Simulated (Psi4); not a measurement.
# GeH2Cl2 (dichlorogermane), step by step, part 2 of 2

Psi4 1.11. The steps go on from the part before.

## (3) The harmonic vibrations at wB97X-D/def2-SVP (density fitting) (run 2)

The input, cl2geh2.inp:

```
memory 1.6 GB

molecule system {
  0 1
  Cl    -1.783412    -0.155394     0.978957
  Ge     0.027524     0.080968    -0.157434
  Cl     1.591031    -1.034017     0.811586
  H     -0.197777    -0.520523    -1.542300
  H      0.413117     1.557889    -0.136480
}

set {
  basis                      def2-SVP
  t                          298.15
  rotational_symmetry_number 2
}

freq("wb97x-d")
```

Started as:

```sh
$ psi4 -n 1 cl2geh2.inp cl2geh2.out
```

cl2geh2.out (excerpt; [...] marks lines left out):

```text
[...]
  Running in c1 symmetry.
[...]
  Nuclear repulsion =  345.855442832076051
[...]
  Multiplicity = 1
[...]
  Nalpha       = 34
  Nbeta        = 34
[...]
    Number of basis functions: 78
[...]
   @DF-RKS iter   1: -2996.98051467164851   -2.26387e+00   2.96484e-02 DIIS/ADIIS
[...]
   @DF-RKS iter  11: -2998.19371852842005   -1.00044e-11   9.10126e-09 DIIS
[...]
  @DF-RKS Final Energy: -2998.19371852842005
   => Energetics <=
    Nuclear Repulsion Energy =            345.8698235709342157
    One-Electron Energy =               -4855.4301926758926129
    Two-Electron Energy =                1612.3652083476447388
    DFT Exchange-Correlation Energy =    -100.9973004383931396
    Empirical Dispersion Energy =          -0.0012573327131641
    VV10 Nonlocal Energy =                  0.0000000000000000
    Total Energy =                      -2998.1937185284200496
[...]
  -Total Gradient:
     Atom            X                  Y                   Z
    ------   -----------------  -----------------  -----------------
       1       -0.000011902766    -0.000130822853     0.000136562391
       2       -0.000074631930    -0.000205256260    -0.000420069653
       3       -0.000039398040    -0.000120197924     0.000140401563
       4        0.000068115637     0.000147917640     0.000655969548
       5       -0.000010360150    -0.000065474478     0.000074624928
[...]
  ==> Harmonic Vibrational Analysis <==
[...]
  Freq [cm^-1]                 155.1733            432.9308            449.4822
[...]
  IR activ [km/mol]             4.2400             31.1381             87.9114
[...]
  Freq [cm^-1]                 534.0096            677.3116            819.6022
[...]
  IR activ [km/mol]            28.9922              0.0000             141.4848
[...]
  Freq [cm^-1]                 873.6454           2219.8393           2230.1959
[...]
  IR activ [km/mol]            91.9636             55.2103             97.1363
[...]
  Total E_0, Enthalpy at 0 [K]                                                        -2998.17460075 [Eh]
[...]
  Total H, Enthalpy at  298.15 [K]                                                    -2998.16919144 [Eh]
[...]
  Total G, Gibbs energy at  298.15 [K]                                                -2998.20322643 [Eh]
[...]
```

Standard output:

```text
Warning: used thermodynamics relations inappropriate for low-frequency modes: ['155.1733' '432.9308' '449.4822' '534.0096']
```

It took 5.6 min on 1 thread of Intel Xeon at 2.50GHz (Skylake/Cascade Lake), shared host; peak memory 0.55 GiB.

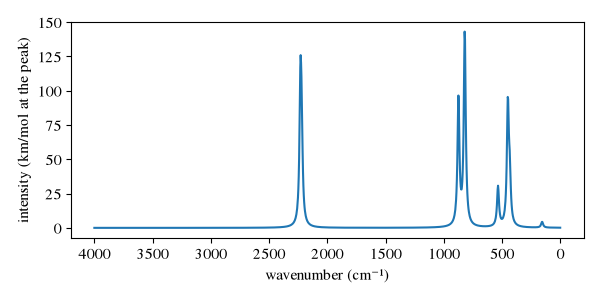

Harmonic infrared spectrum, unscaled, lines broadened by 10 cm⁻¹.

## (4) Outcome

What follows sums up all 2 parts.

```
                                                                          quantity             value
                                  run 1, wB97X-D/def2-SVP: total energy at the end    -2998.19372 Eh
                                            run 1, wB97X-D/def2-SVP: dipole moment            2.06 D
                                              run 1, wB97X-D/def2-SVP: HOMO energy         -10.75 eV
                                              run 1, wB97X-D/def2-SVP: LUMO energy           1.33 eV
                                            run 1, wB97X-D/def2-SVP: HOMO–LUMO gap          12.08 eV
                                        run 1, wB97X-D/def2-SVP: dispersion energy      -3.30 kJ/mol
                               run 2, wB97X-D/def2-SVP: lowest harmonic wavenumber          155 cm⁻¹
                              run 2, wB97X-D/def2-SVP: highest harmonic wavenumber         2230 cm⁻¹
                                        run 2, wB97X-D/def2-SVP: zero-point energy       50.2 kJ/mol
run 2, wB97X-D/def2-SVP: ideal-gas entropy at 298.15 K (symmetry number 2 as used)  71.6 cal/(mol K)
```

**Reading.** The optimisation (run 1, wB97X-D/def2-SVP) took 3 steps and changed the energy by -0.003 eV. All 9 modes (run 2, wB97X-D/def2-SVP) are real, so the shape is a minimum at this level.
